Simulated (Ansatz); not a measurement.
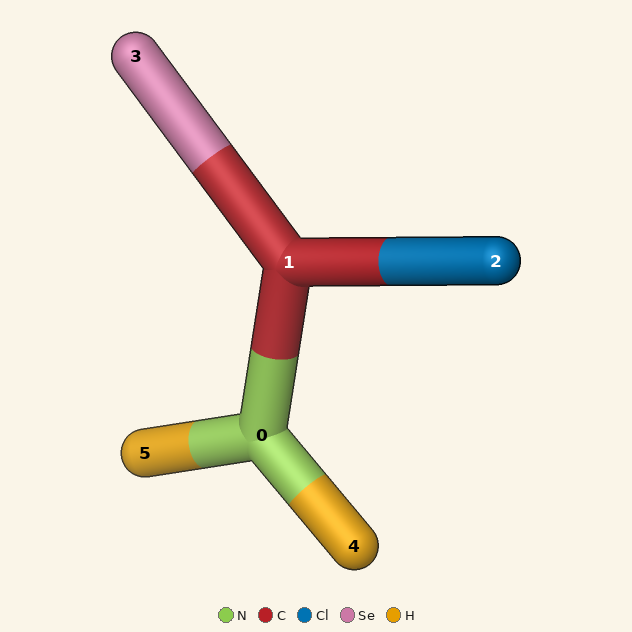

The structure as it stands in the input. Atoms are numbered from 0, in the order of the input.

The calculation was set up as follows.

```yaml
crystal:
  periodic: [false, false, false]
  atoms:
    - {symbol: N, position_ang: [-0.535977, 0.516841, 0.164156]}
    - {symbol: C, position_ang: [0.388859, -0.379527, -0.171446]}
    - {symbol: Cl, position_ang: [1.079339, -1.129194, 1.235920]}
    - {symbol: Se, position_ang: [0.883729, -0.787439, -1.828741]}
    - {symbol: H, position_ang: [-0.767976, 0.699135, 1.126022]}
    - {symbol: H, position_ang: [-1.005773, 1.016183, -0.572210]}
basis:
  gaussian: {orbitals: def2-mTZVPP, fitting: {mean_field: def2-universal-jkfit}}
hamiltonian: {xc: {name: RPBE}, dispersion: d3bj}
output: {forces: true}
```

It was started with:

```sh
ansatz run in.yaml --threads 2 --pin off --events-out ev --progress --plain --max-ram 4352MiB
```

Output:

```
Functional definition: RPBE
  name "RPBE"
  cite "Hammer, Hansen & Nørskov, Phys. Rev. B 59, 7413 (1999) doi:10.1103/PhysRevB.59.7413"
  cite "Perdew, Burke & Ernzerhof, Phys. Rev. Lett. 77, 3865 (1996) doi:10.1103/PhysRevLett.77.3865"
  parameter kappa = 0.804
  parameter beta = 0.06672455060314922
  exchange = rpbe_x(kappa = kappa, mu = beta*pi^2/3)
  correlation = pbe_c(beta = beta)
582 factors; integrals over basis functions are off by at most 4.0e-1 eV
mean field evaluation 1: about -80419.9882 eV, gradient 6.4e1 eV
mean field evaluation 2: about -80388.6224 eV, gradient 1.2e2 eV
mean field evaluation 4: about -80427.0437 eV, gradient 1.7e1 eV
mean field evaluation 8: about -80428.0281 eV, gradient 2.0e-1 eV
mean field evaluation 16: about -80428.0308 eV, gradient 7.4e-5 eV
mean field -80428.03080845 eV, -2955.6756161333 hartree, gradient 7.4e-5 eV, S^2 0.000000; 0 other end points of the search recorded, 0 dependent functions left out
the calculation of the forces begins
reference -80428.03083750 eV, -2955.6756172009 hartree; 33, 33 occupied and 83, 83 virtual orbitals, 582 factors
Total energy: -80428.96996060 eV, -2955.7101293381 hartree
Atom 0 at    -0.535977     0.516841     0.164156 Å, force    -0.320546     0.312958     0.068635 eV/Å
Atom 1 at     0.388859    -0.379527    -0.171446 Å, force     0.167365    -0.147275    -0.366813 eV/Å
Atom 2 at     1.079339    -1.129194     1.235920 Å, force     0.323302    -0.349976     0.637128 eV/Å
Atom 3 at     0.883729    -0.787439    -1.828741 Å, force     0.130312    -0.105911    -0.468184 eV/Å
Atom 4 at    -0.767976     0.699135     1.126022 Å, force    -0.111767     0.090383     0.410159 eV/Å
Atom 5 at    -1.005773     1.016183    -0.572210 Å, force    -0.188667     0.199822    -0.280924 eV/Å
Dipole moment:    -0.509616     0.481270     0.445938 e Å
```

The run converged.
